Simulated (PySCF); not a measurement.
C₆H₈NO (SMILES N#CCC[C]1COC1) (doublet)

Input

```
{"job": {"kind": "epr", "basis": "pcH-1"}, "charge": 0, "multiplicity": 2}
N      2.468005    -1.840183     0.376066
C      2.190181    -0.743245     0.213922
C      1.829132     0.632034    -0.011517
C      0.490618     0.729191    -0.775721
C     -0.629378     0.183859     0.012986
C     -2.092041     0.445191     0.013372
O     -2.324665    -0.842206     0.590735
C     -0.928624    -1.162378     0.568191
H      1.747292     1.135371     0.955524
H      2.625752     1.107921    -0.590063
H      0.607330     0.189702    -1.728966
H      0.286483     1.776907    -1.011031
H     -2.571132     0.553138    -0.971739
H     -2.454987     1.254906     0.660839
H     -0.545264    -1.390824     1.570918
H     -0.706300    -2.020438    -0.082475
```

Launched as:

```sh
OMP_NUM_THREADS=1 python probes_run.py task.json out
```

Geometry: GFN2-xTB.

Theory: UKS B3LYP, pcH-1 on C H N O, non-relativistic, mean-field spin-orbit, GIAO (PySCF).

Q: What can the converged electron density, electron localisation function and spin density tell about the bonding?

A: C–N (1.14 Å): ρ at the midpoint is about 3.6 e/Å³; the ELF peaks at about 0.90 between the atoms (a multiple bond).
C–O (1.43 Å): the density is about 2 e/Å³ at the midpoint, with its minimum of 1.8 e/Å³ about 0.5 Å from C; the ELF peaks at about 0.90 between the atoms: a polar covalent bond.
C–C (1.49 Å): ρ at the midpoint is about 1.8 e/Å³; the ELF peaks at about 0.95 between the atoms, as expected for a covalent bond.
The unpaired spin (1 electron) lies mostly on C5 (about 0.6), in electrons by Hirshfeld's partition.

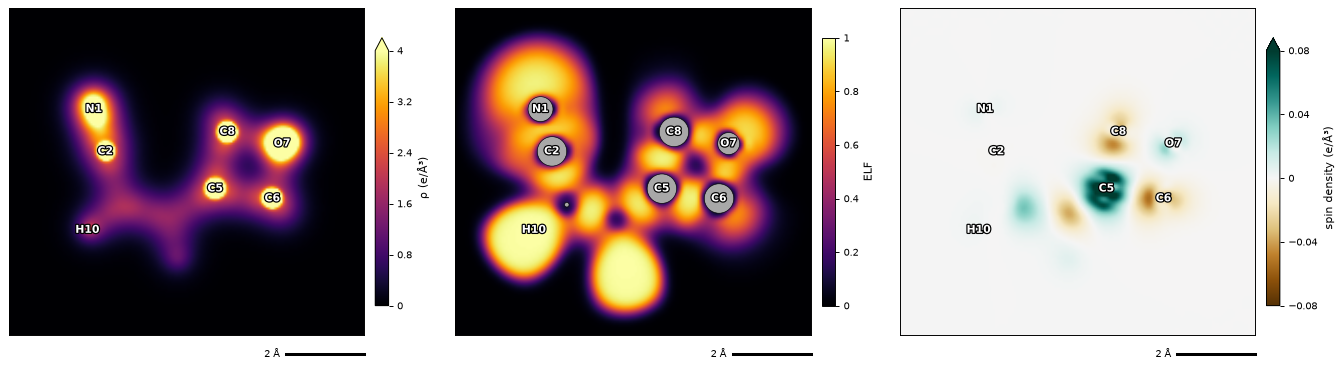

Computed electron density, electron localisation function and spin density on the plane of atoms C5, C8 and O7, in this order. Grey discs cover the atomic cores in the ELF map. 
